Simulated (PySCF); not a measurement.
**C₃HF₇ (SMILES FC(F)C(F)(F)C(F)(F)F): density, localisation and related maps**

```yaml
atoms:
  - { symbol: F, position_ang: [1.1444, 0.6720, -1.5454] }
  - { symbol: C, position_ang: [1.2001, 0.5908, -0.2072] }
  - { symbol: F, position_ang: [0.9207, 1.7954, 0.3144] }
  - { symbol: C, position_ang: [0.1989, -0.4571, 0.3057] }
  - { symbol: F, position_ang: [0.5625, -1.6463, -0.2016] }
  - { symbol: F, position_ang: [0.3141, -0.5071, 1.6427] }
  - { symbol: C, position_ang: [-1.2950, -0.2318, -0.0346] }
  - { symbol: F, position_ang: [-1.7235, 0.9137, 0.4774] }
  - { symbol: F, position_ang: [-1.4794, -0.2141, -1.3471] }
  - { symbol: F, position_ang: [-2.0106, -1.2232, 0.4827] }
  - { symbol: H, position_ang: [2.2068, 0.2851, 0.0985] }
```

Geometry: PBE0-D3(BJ)/def2-TZVP.

These are results of PySCF 2.14.0, PBE0/pcSseg-2, SCF density, gas phase, non-relativistic, not measurements.

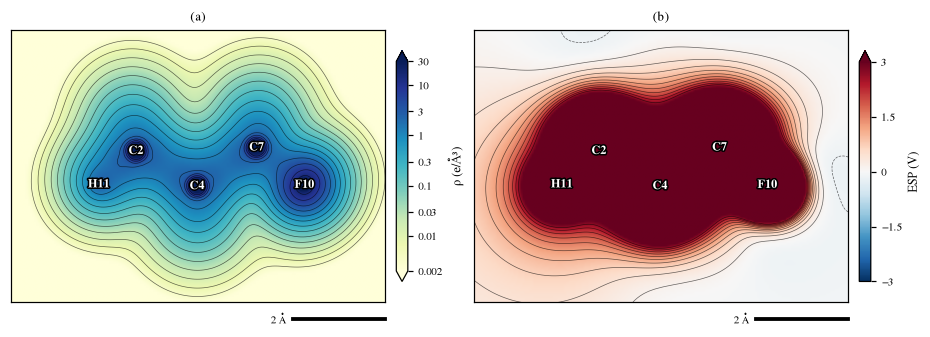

Figure 1. (a) electron density; (b) molecular electrostatic potential on the plane of atoms C4, C7 and F10.

Read the bonding off the picture.

Atoms in the plane: C, F and H.
C–F (1.33 Å): ρ at the midpoint is about 2.5 e/Å³.
C–C (1.54 Å): ρ is about 1.8 e/Å³ halfway.
C–H (1.10 Å): ρ is about 2.2 e/Å³ halfway.
The potential has no marked negative region in this plane.

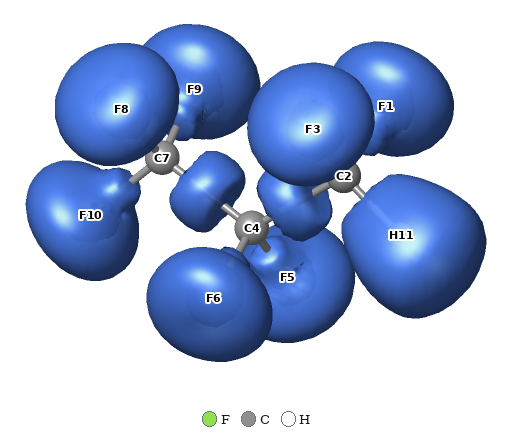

Figure 2. Isosurface of the ELF at 0.75 (blue), seen at a tilt. Only the valence region is drawn (cores and ρ < 0.01 e/Å³ removed).

What do the ELF domains correspond to?

At this value the surface marks out two regions between bonded C–C atoms (shared pairs), one region around a hydrogen nucleus and seven regions on F in which the atom's valence shell and bonds are merged. Along the contacts the grid gives the following. C–F (1.33 Å): the ELF peaks at about 0.85 between the atoms, as expected for a polar covalent bond. C–C (1.54 Å): the ELF peaks at about 1 between the atoms, as expected for a covalent bond.

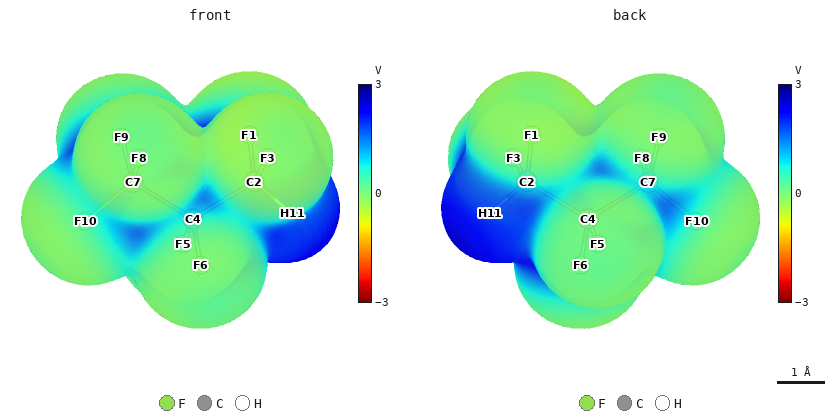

Figure 3. The molecular electrostatic potential painted on the density surface at 0.004 e/bohr³, seen from the front and from behind; red is negative and blue positive.

Where is the surface potential most negative and most positive?

The most negative region (about −0.3 V) lies over F1 and F3, the most positive (about +2.5 V, or +58 kcal/mol for a unit charge) over C2, C7 and H11.
